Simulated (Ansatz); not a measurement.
# BS (doublet): wB97X-V, wB97M-V over a scan of the distance B1–S2, 6-31G, part 2 of 2

Ansatz 0.2.0, Gaussian basis; 6-31G, all electrons in the functionals. Earlier steps stand in the parts before.

**15. wB97M-V, 1.608 Å**

in.yaml

```yaml
crystal:
  periodic: [false, false, false]
  atoms:
    - {symbol: B, position_ang: [0.000000, 0.000000, 0.000000]}
    - {symbol: S, position_ang: [0.000000, 0.000000, 1.607700]}
basis:
  gaussian: {orbitals: 6-31G}
magnetization: {spin_polarized: true, initial_magnetization: 1}
hamiltonian: {xc: {name: wB97M-V}}
output: {orbitals: {seedname: orbitals}}
```

The run is started by

```sh
ansatz run in.yaml --threads 1 --pin off --events-out ev --progress --plain --max-ram 2393MiB
```

The program printed, cut to the lines that bear on the results:

```text
Functional definition: wB97M-V
  name "wB97M-V"
  cite "Mardirossian & Head-Gordon, J. Chem. Phys. 144, 214110 (2016) doi:10.1063/1.4952647"
  cite "Becke, J. Chem. Phys. 107, 8554 (1997) doi:10.1063/1.475007"
  cite "Vydrov & Van Voorhis, J. Chem. Phys. 133, 244103 (2010) doi:10.1063/1.3521275"
  # Of w^i u^j: cxij and so on, Table III.
[...]
  gx(w, u) = 1 - cx + cx01*u + cx10*w
  gss(w, u) = css00 + css04*u^4 + css10*w + css20*w^2 + css43*w^4*u^3
  gos(w, u) = cos00 + cos10*w + (cos20 + cos21*u)*w^2 + (cos60 + cos61*u)*w^6
[...]
      + integral(e_c_pw_mod_opposite_spin*gos(b97_w_opposite, b97_u_opposite)) + vv10(b, c)
266 factors; integrals over basis functions are off by at most 1.6e-4 eV
86 factors; integrals over basis functions are off by at most 5.2e-6 eV
[...]
mean field -11507.27887655 eV, -422.8846987994 hartree, gradient 4.1e-5 eV, S^2 0.767929; 0 other end points of the search recorded, 0 dependent functions left out
reference -11507.27890180 eV, -422.8846997274 hartree; 11, 10 occupied and 11, 12 virtual orbitals, 266 factors
Total energy: -11507.27890180 eV, -422.8846997274 hartree
```

It took 1.8 s on 1 thread of Arm Neoverse V2, shared host.

From the report: ⟨S²⟩ of the determinant 0.768 (pure doublet: 0.75).

**16. wB97M-V, 1.780 Å**

in.yaml: that of step 15 with these lines changed.

```diff
@@ -4,3 +4,3 @@
     - {symbol: B, position_ang: [0.000000, 0.000000, 0.000000]}
-    - {symbol: S, position_ang: [0.000000, 0.000000, 1.607700]}
+    - {symbol: S, position_ang: [0.000000, 0.000000, 1.780000]}
 basis:
```

Launched as before.

The program printed, cut to the lines that bear on the results:

```text
Functional definition: wB97M-V
  name "wB97M-V"
  cite "Mardirossian & Head-Gordon, J. Chem. Phys. 144, 214110 (2016) doi:10.1063/1.4952647"
  cite "Becke, J. Chem. Phys. 107, 8554 (1997) doi:10.1063/1.475007"
  cite "Vydrov & Van Voorhis, J. Chem. Phys. 133, 244103 (2010) doi:10.1063/1.3521275"
  # Of w^i u^j: cxij and so on, Table III.
[...]
  gx(w, u) = 1 - cx + cx01*u + cx10*w
  gss(w, u) = css00 + css04*u^4 + css10*w + css20*w^2 + css43*w^4*u^3
  gos(w, u) = cos00 + cos10*w + (cos20 + cos21*u)*w^2 + (cos60 + cos61*u)*w^6
[...]
      + integral(e_c_pw_mod_opposite_spin*gos(b97_w_opposite, b97_u_opposite)) + vv10(b, c)
266 factors; integrals over basis functions are off by at most 1.6e-4 eV
86 factors; integrals over basis functions are off by at most 6.7e-6 eV
[...]
mean field -11507.03680825 eV, -422.8758029533 hartree, gradient 3.6e-5 eV, S^2 0.771067; 0 other end points of the search recorded, 0 dependent functions left out
reference -11507.03683380 eV, -422.8758038925 hartree; 11, 10 occupied and 11, 12 virtual orbitals, 266 factors
Total energy: -11507.03683380 eV, -422.8758038925 hartree
```

It took 2 s on 1 thread of Arm Neoverse V2, shared host.

From the report: ⟨S²⟩ of the determinant 0.771 (pure doublet: 0.75).

From 1.608 Å: +5.6 kcal/mol.

**17. wB97M-V, 1.980 Å**

in.yaml: that of step 16 with these lines changed.

```diff
@@ -4,3 +4,3 @@
     - {symbol: B, position_ang: [0.000000, 0.000000, 0.000000]}
-    - {symbol: S, position_ang: [0.000000, 0.000000, 1.780000]}
+    - {symbol: S, position_ang: [0.000000, 0.000000, 1.980000]}
 basis:
```

Launched as before.

The program printed, cut to the lines that bear on the results:

```text
Functional definition: wB97M-V
  name "wB97M-V"
  cite "Mardirossian & Head-Gordon, J. Chem. Phys. 144, 214110 (2016) doi:10.1063/1.4952647"
  cite "Becke, J. Chem. Phys. 107, 8554 (1997) doi:10.1063/1.475007"
  cite "Vydrov & Van Voorhis, J. Chem. Phys. 133, 244103 (2010) doi:10.1063/1.3521275"
  # Of w^i u^j: cxij and so on, Table III.
[...]
  gx(w, u) = 1 - cx + cx01*u + cx10*w
  gss(w, u) = css00 + css04*u^4 + css10*w + css20*w^2 + css43*w^4*u^3
  gos(w, u) = cos00 + cos10*w + (cos20 + cos21*u)*w^2 + (cos60 + cos61*u)*w^6
[...]
      + integral(e_c_pw_mod_opposite_spin*gos(b97_w_opposite, b97_u_opposite)) + vv10(b, c)
266 factors; integrals over basis functions are off by at most 1.6e-4 eV
86 factors; integrals over basis functions are off by at most 8.1e-6 eV
[...]
mean field -11506.07772608 eV, -422.8405573339 hartree, gradient 3.2e-5 eV, S^2 0.766994; 1 other end points of the search recorded, 0 dependent functions left out
reference -11506.07775205 eV, -422.8405582882 hartree; 11, 10 occupied and 11, 12 virtual orbitals, 266 factors
Total energy: -11506.07775205 eV, -422.8405582882 hartree
```

It took 2.6 s on 1 thread of Arm Neoverse V2, shared host.

From the report: ⟨S²⟩ of the determinant 0.767 (pure doublet: 0.75).

From 1.608 Å: +27.7 kcal/mol.

**18. wB97M-V, 2.196 Å**

in.yaml

```yaml
crystal:
  periodic: [false, false, false]
  atoms:
    - {symbol: B, position_ang: [0.000000, 0.000000, 0.000000]}
    - {symbol: S, position_ang: [0.000000, 0.000000, 2.196000]}
basis:
  gaussian: {orbitals: 6-31G}
magnetization: {spin_polarized: true, initial_magnetization: 1}
hamiltonian: {xc: {name: wB97M-V}}
output: {forces: true, orbitals: {seedname: orbitals}}
```

Same command.

The program printed, cut to the lines that bear on the results:

```text
Functional definition: wB97M-V
  name "wB97M-V"
  cite "Mardirossian & Head-Gordon, J. Chem. Phys. 144, 214110 (2016) doi:10.1063/1.4952647"
  cite "Becke, J. Chem. Phys. 107, 8554 (1997) doi:10.1063/1.475007"
  cite "Vydrov & Van Voorhis, J. Chem. Phys. 133, 244103 (2010) doi:10.1063/1.3521275"
  # Of w^i u^j: cxij and so on, Table III.
[...]
  gx(w, u) = 1 - cx + cx01*u + cx10*w
  gss(w, u) = css00 + css04*u^4 + css10*w + css20*w^2 + css43*w^4*u^3
  gos(w, u) = cos00 + cos10*w + (cos20 + cos21*u)*w^2 + (cos60 + cos61*u)*w^6
[...]
      + integral(e_c_pw_mod_opposite_spin*gos(b97_w_opposite, b97_u_opposite)) + vv10(b, c)
266 factors; integrals over basis functions are off by at most 2.0e-4 eV
86 factors; integrals over basis functions are off by at most 9.1e-6 eV
[...]
mean field -11505.22414379 eV, -422.8091887631 hartree, gradient 3.7e-6 eV, S^2 0.753397; 3 other end points of the search recorded, 0 dependent functions left out
[...]
reference -11505.22417064 eV, -422.8091897500 hartree; 11, 10 occupied and 11, 12 virtual orbitals, 266 factors
Total energy: -11505.22417064 eV, -422.8091897500 hartree
Atom 0 at     0.000000     0.000000     0.000000 Å, force    -0.000000    -0.000000     2.055338 eV/Å
Atom 1 at     0.000000     0.000000     2.196000 Å, force    -0.000000    -0.000000    -2.055338 eV/Å
Dipole moment:    -0.000000    -0.000000    -0.272492 e Å
```

It took 5.5 s on 1 thread of Arm Neoverse V2, shared host.

From the report: ⟨S²⟩ of the determinant 0.753 (pure doublet: 0.75).

From 1.608 Å: +47.4 kcal/mol.

**19. wB97M-V, 2.568 Å**

in.yaml

```yaml
crystal:
  periodic: [false, false, false]
  atoms:
    - {symbol: B, position_ang: [0.000000, 0.000000, 0.000000]}
    - {symbol: S, position_ang: [0.000000, 0.000000, 2.568000]}
basis:
  gaussian: {orbitals: 6-31G}
magnetization: {spin_polarized: true, initial_magnetization: 1}
hamiltonian: {xc: {name: wB97M-V}}
output: {orbitals: {seedname: orbitals}}
```

The command is unchanged.

The program printed, cut to the lines that bear on the results:

```text
Functional definition: wB97M-V
  name "wB97M-V"
  cite "Mardirossian & Head-Gordon, J. Chem. Phys. 144, 214110 (2016) doi:10.1063/1.4952647"
  cite "Becke, J. Chem. Phys. 107, 8554 (1997) doi:10.1063/1.475007"
  cite "Vydrov & Van Voorhis, J. Chem. Phys. 133, 244103 (2010) doi:10.1063/1.3521275"
  # Of w^i u^j: cxij and so on, Table III.
[...]
  gx(w, u) = 1 - cx + cx01*u + cx10*w
  gss(w, u) = css00 + css04*u^4 + css10*w + css20*w^2 + css43*w^4*u^3
  gos(w, u) = cos00 + cos10*w + (cos20 + cos21*u)*w^2 + (cos60 + cos61*u)*w^6
[...]
      + integral(e_c_pw_mod_opposite_spin*gos(b97_w_opposite, b97_u_opposite)) + vv10(b, c)
266 factors; integrals over basis functions are off by at most 1.6e-4 eV
86 factors; integrals over basis functions are off by at most 1.0e-5 eV
[...]
mean field -11504.32852207 eV, -422.7762752723 hartree, gradient 1.8e-5 eV, S^2 0.763089; 4 other end points of the search recorded, 0 dependent functions left out
reference -11504.32854978 eV, -422.7762762904 hartree; 11, 10 occupied and 11, 12 virtual orbitals, 266 factors
Total energy: -11504.32854978 eV, -422.7762762904 hartree
```

Wall time 5.5 s (1 thread of Arm Neoverse V2, shared host).

From the report: ⟨S²⟩ of the determinant 0.763 (pure doublet: 0.75).

From 1.608 Å: +68.0 kcal/mol.

**20. wB97M-V, 2.909 Å**

in.yaml

```yaml
crystal:
  periodic: [false, false, false]
  atoms:
    - {symbol: B, position_ang: [0.000000, 0.000000, 0.000000]}
    - {symbol: S, position_ang: [0.000000, 0.000000, 2.909000]}
basis:
  gaussian: {orbitals: 6-31G}
magnetization: {spin_polarized: true, initial_magnetization: 1}
hamiltonian: {xc: {name: wB97M-V}}
output: {forces: true, orbitals: {seedname: orbitals}}
```

Same command.

The program printed, cut to the lines that bear on the results:

```text
Functional definition: wB97M-V
  name "wB97M-V"
  cite "Mardirossian & Head-Gordon, J. Chem. Phys. 144, 214110 (2016) doi:10.1063/1.4952647"
  cite "Becke, J. Chem. Phys. 107, 8554 (1997) doi:10.1063/1.475007"
  cite "Vydrov & Van Voorhis, J. Chem. Phys. 133, 244103 (2010) doi:10.1063/1.3521275"
  # Of w^i u^j: cxij and so on, Table III.
[...]
  gx(w, u) = 1 - cx + cx01*u + cx10*w
  gss(w, u) = css00 + css04*u^4 + css10*w + css20*w^2 + css43*w^4*u^3
  gos(w, u) = cos00 + cos10*w + (cos20 + cos21*u)*w^2 + (cos60 + cos61*u)*w^6
[...]
      + integral(e_c_pw_mod_opposite_spin*gos(b97_w_opposite, b97_u_opposite)) + vv10(b, c)
266 factors; integrals over basis functions are off by at most 2.2e-4 eV
86 factors; integrals over basis functions are off by at most 1.1e-5 eV
[...]
mean field -11503.50300700 eV, -422.7459381530 hartree, gradient 9.4e-6 eV, S^2 0.888954; 7 other end points of the search recorded, 0 dependent functions left out
[...]
reference -11503.50303531 eV, -422.7459391932 hartree; 11, 10 occupied and 11, 12 virtual orbitals, 266 factors
Total energy: -11503.50303531 eV, -422.7459391932 hartree
Atom 0 at     0.000000     0.000000     0.000000 Å, force    -0.000000     0.000000     2.124322 eV/Å
Atom 1 at     0.000000     0.000000     2.909000 Å, force    -0.000000     0.000000    -2.124322 eV/Å
Dipole moment:     0.000000     0.000000    -0.885010 e Å
```

Run time: 6 s. Hardware: 1 thread of Arm Neoverse V2, shared host.

From the report: ⟨S²⟩ of the determinant 0.889 (pure doublet: 0.75).

From 1.608 Å: +87.1 kcal/mol.

**21. wB97M-V, 3.515 Å**

in.yaml: that of step 20 with these lines changed.

```diff
@@ -4,3 +4,3 @@
     - {symbol: B, position_ang: [0.000000, 0.000000, 0.000000]}
-    - {symbol: S, position_ang: [0.000000, 0.000000, 2.909000]}
+    - {symbol: S, position_ang: [0.000000, 0.000000, 3.515000]}
 basis:
```

Launched as before.

The program printed, cut to the lines that bear on the results:

```text
Functional definition: wB97M-V
  name "wB97M-V"
  cite "Mardirossian & Head-Gordon, J. Chem. Phys. 144, 214110 (2016) doi:10.1063/1.4952647"
  cite "Becke, J. Chem. Phys. 107, 8554 (1997) doi:10.1063/1.475007"
  cite "Vydrov & Van Voorhis, J. Chem. Phys. 133, 244103 (2010) doi:10.1063/1.3521275"
  # Of w^i u^j: cxij and so on, Table III.
[...]
  gx(w, u) = 1 - cx + cx01*u + cx10*w
  gss(w, u) = css00 + css04*u^4 + css10*w + css20*w^2 + css43*w^4*u^3
  gos(w, u) = cos00 + cos10*w + (cos20 + cos21*u)*w^2 + (cos60 + cos61*u)*w^6
[...]
      + integral(e_c_pw_mod_opposite_spin*gos(b97_w_opposite, b97_u_opposite)) + vv10(b, c)
266 factors; integrals over basis functions are off by at most 2.5e-4 eV
86 factors; integrals over basis functions are off by at most 1.1e-5 eV
[...]
mean field -11502.70188930 eV, -422.7164976205 hartree, gradient 8.4e-6 eV, S^2 1.448368; 12 other end points of the search recorded, 0 dependent functions left out
[...]
reference -11502.70191887 eV, -422.7164987072 hartree; 11, 10 occupied and 11, 12 virtual orbitals, 266 factors
Total energy: -11502.70191887 eV, -422.7164987072 hartree
Atom 0 at     0.000000     0.000000     0.000000 Å, force     0.000000    -0.000000     0.779139 eV/Å
Atom 1 at     0.000000     0.000000     3.515000 Å, force     0.000000     0.000000    -0.779139 eV/Å
Dipole moment:     0.000000     0.000000    -0.651720 e Å
```

It took 15 s on 1 thread of Arm Neoverse V2, shared host.

From the report: ⟨S²⟩ of the determinant 1.448 (pure doublet: 0.75). The determinant is far from a pure spin state, so its energy mixes those of several spin states (harmless only where they are near-degenerate, as at dissociation).

From 1.608 Å: +105.5 kcal/mol.

**22. wB97M-V, 4.270 Å**

in.yaml: that of step 21 with these lines changed.

```diff
@@ -4,3 +4,3 @@
     - {symbol: B, position_ang: [0.000000, 0.000000, 0.000000]}
-    - {symbol: S, position_ang: [0.000000, 0.000000, 3.515000]}
+    - {symbol: S, position_ang: [0.000000, 0.000000, 4.270000]}
 basis:
```

Same command.

The program printed, cut to the lines that bear on the results:

```text
Functional definition: wB97M-V
  name "wB97M-V"
  cite "Mardirossian & Head-Gordon, J. Chem. Phys. 144, 214110 (2016) doi:10.1063/1.4952647"
  cite "Becke, J. Chem. Phys. 107, 8554 (1997) doi:10.1063/1.475007"
  cite "Vydrov & Van Voorhis, J. Chem. Phys. 133, 244103 (2010) doi:10.1063/1.3521275"
  # Of w^i u^j: cxij and so on, Table III.
[...]
  gx(w, u) = 1 - cx + cx01*u + cx10*w
  gss(w, u) = css00 + css04*u^4 + css10*w + css20*w^2 + css43*w^4*u^3
  gos(w, u) = cos00 + cos10*w + (cos20 + cos21*u)*w^2 + (cos60 + cos61*u)*w^6
[...]
      + integral(e_c_pw_mod_opposite_spin*gos(b97_w_opposite, b97_u_opposite)) + vv10(b, c)
266 factors; integrals over basis functions are off by at most 4.1e-4 eV
86 factors; integrals over basis functions are off by at most 1.2e-5 eV
[...]
mean field -11502.34789317 eV, -422.7034885026 hartree, gradient 4.1e-6 eV, S^2 1.683499; 9 other end points of the search recorded, 0 dependent functions left out
[...]
reference -11502.34792492 eV, -422.7034896692 hartree; 11, 10 occupied and 11, 12 virtual orbitals, 266 factors
Total energy: -11502.34792492 eV, -422.7034896692 hartree
Atom 0 at     0.000000     0.000000     0.000000 Å, force     0.000000     0.000000     0.238827 eV/Å
Atom 1 at     0.000000     0.000000     4.270000 Å, force     0.000000    -0.000000    -0.238827 eV/Å
Dipole moment:     0.000000    -0.000000    -0.238568 e Å
```

Run time: 11 s. Hardware: 1 thread of Arm Neoverse V2, shared host.

From the report: ⟨S²⟩ of the determinant 1.683 (pure doublet: 0.75). The determinant is far from a pure spin state, so its energy mixes those of several spin states (harmless only where they are near-degenerate, as at dissociation).

From 1.608 Å: +113.7 kcal/mol.

**23. wB97M-V, 5.451 Å**

in.yaml

```yaml
crystal:
  periodic: [false, false, false]
  atoms:
    - {symbol: B, position_ang: [0.000000, 0.000000, 0.000000]}
    - {symbol: S, position_ang: [0.000000, 0.000000, 5.451000]}
basis:
  gaussian: {orbitals: 6-31G}
magnetization: {spin_polarized: true, initial_magnetization: 1}
hamiltonian: {xc: {name: wB97M-V}}
output: {orbitals: {seedname: orbitals}}
```

Launched as before.

The program printed, cut to the lines that bear on the results:

```text
Functional definition: wB97M-V
  name "wB97M-V"
  cite "Mardirossian & Head-Gordon, J. Chem. Phys. 144, 214110 (2016) doi:10.1063/1.4952647"
  cite "Becke, J. Chem. Phys. 107, 8554 (1997) doi:10.1063/1.475007"
  cite "Vydrov & Van Voorhis, J. Chem. Phys. 133, 244103 (2010) doi:10.1063/1.3521275"
  # Of w^i u^j: cxij and so on, Table III.
[...]
  gx(w, u) = 1 - cx + cx01*u + cx10*w
  gss(w, u) = css00 + css04*u^4 + css10*w + css20*w^2 + css43*w^4*u^3
  gos(w, u) = cos00 + cos10*w + (cos20 + cos21*u)*w^2 + (cos60 + cos61*u)*w^6
[...]
      + integral(e_c_pw_mod_opposite_spin*gos(b97_w_opposite, b97_u_opposite)) + vv10(b, c)
266 factors; integrals over basis functions are off by at most 2.1e-4 eV
86 factors; integrals over basis functions are off by at most 1.3e-5 eV
[...]
mean field -11502.24165463 eV, -422.6995843081 hartree, gradient 1.4e-6 eV, S^2 1.749317; 13 other end points of the search recorded, 0 dependent functions left out
reference -11502.24169042 eV, -422.6995856236 hartree; 11, 10 occupied and 11, 12 virtual orbitals, 266 factors
Total energy: -11502.24169042 eV, -422.6995856236 hartree
```

Run time: 29 s. Hardware: 1 thread of Arm Neoverse V2, shared host.

From the report: ⟨S²⟩ of the determinant 1.749 (pure doublet: 0.75). The determinant is far from a pure spin state, so its energy mixes those of several spin states (harmless only where they are near-degenerate, as at dissociation).

From 1.608 Å: +116.2 kcal/mol.

**24. Against the wave-function levels**

The yardstick is full CI for this spin, exact in this basis with these frozen cores. It comes from earlier runs at the same points. Energies in kcal/mol, counted from 1.608 Å; blanks weren't run or aren't comparable.

```csv
level,1.261 Å,1.413 Å,1.608 Å,1.780 Å,1.980 Å,2.196 Å,2.568 Å,2.909 Å,3.515 Å,4.270 Å,5.451 Å
FCI,148.0,43.1,0.0,1.4,20.0,43.9,62.6,77.1,95.2,102.7,104.3
wB97X-V,137.4,37.5,0.0,5.8,28.3,48.6,69.7,87.6,103.7,110.5,112.4
wB97M-V,136.5,37.2,0.0,5.6,27.7,47.4,68.0,87.1,105.5,113.7,116.2
```

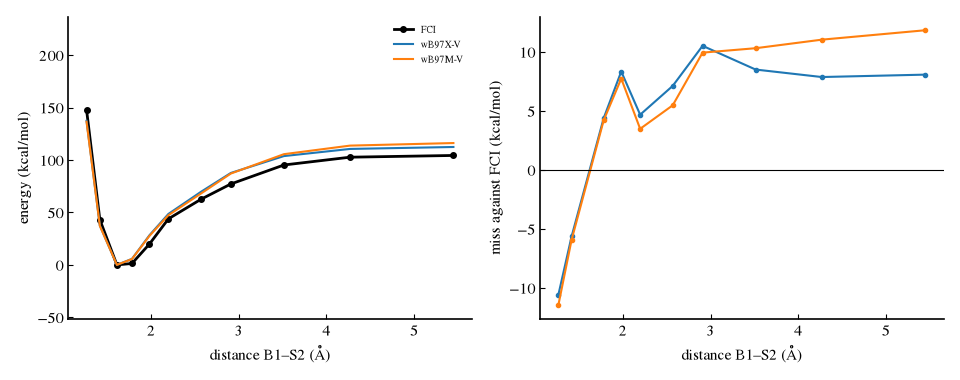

Left: the curves (the axis may cut off levels that run far away). Right: misses against FCI, in the same colours.

Largest miss and mean time a point (FCI took 51 s a point; shared hosts):

```csv
level,largest miss (kcal/mol),where,time a point
wB97X-V,-10.6,1.261 Å,5.3 s
wB97M-V,+11.8,5.451 Å,7.4 s
```

**25. What came out**

The summary covers parts 1 to 2.

| quantity | value |
| --- | --- |
| span of the FCI curve | 148.0 kcal/mol |
| largest miss, wB97X-V | -10.6 kcal/mol (1.261 Å) |
| largest miss, wB97M-V | +11.8 kcal/mol (5.451 Å) |

What this shows: Of the functionals, wB97X-V keep the smallest largest miss at the points compared (at most 10.6 kcal/mol) and wB97M-V strays most (11.8 kcal/mol, at 5.451 Å). wB97X-V, wB97M-V clearly break the spin symmetry at some points (⟨S²⟩ up to 1.00 above the pure value), so energy there is bought with a mixed spin. Functionals and the yardstick converge differently with the basis, so part of each miss in 6-31G is the basis.
